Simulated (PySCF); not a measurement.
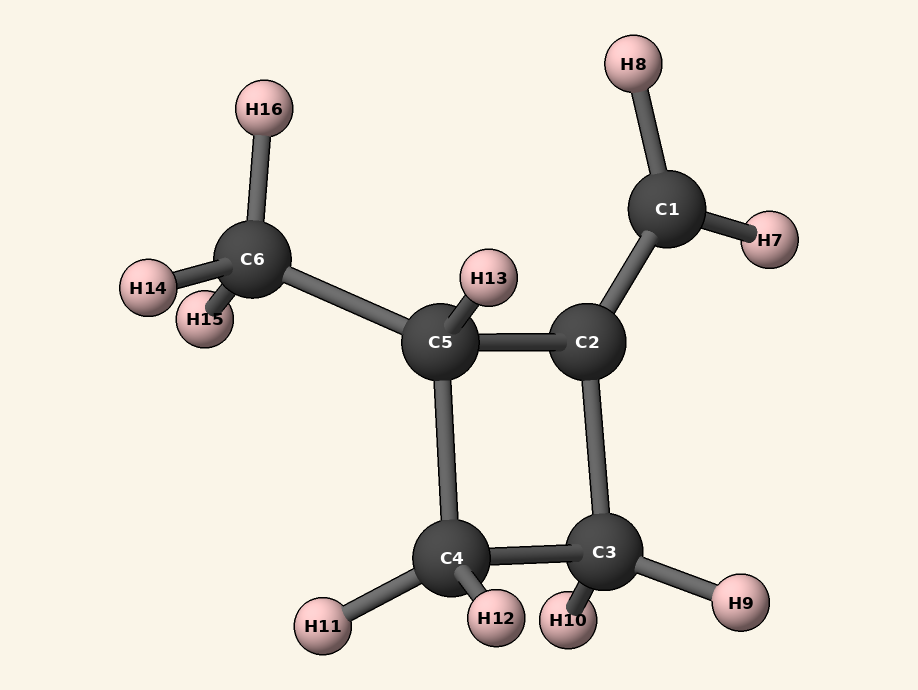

The questions are on isotropic NMR shieldings of the H atoms. Computed geometry: GFN2-xTB optimisation. No frequency run is at hand to confirm it as a minimum. Level of theory: GIAO PBE0/pcSseg-1 NMR shielding, non-relativistic, gas phase (PySCF 2.14.0).

List the isotropic NMR shieldings of the H atoms.

```csv
atom,σ (ppm)
H7,26.52
H8,26.47
H9,28.94
H10,28.95
H11,30.22
H12,29.51
H13,28.75
H14,30.56
H15,30.74
H16,30.37
```
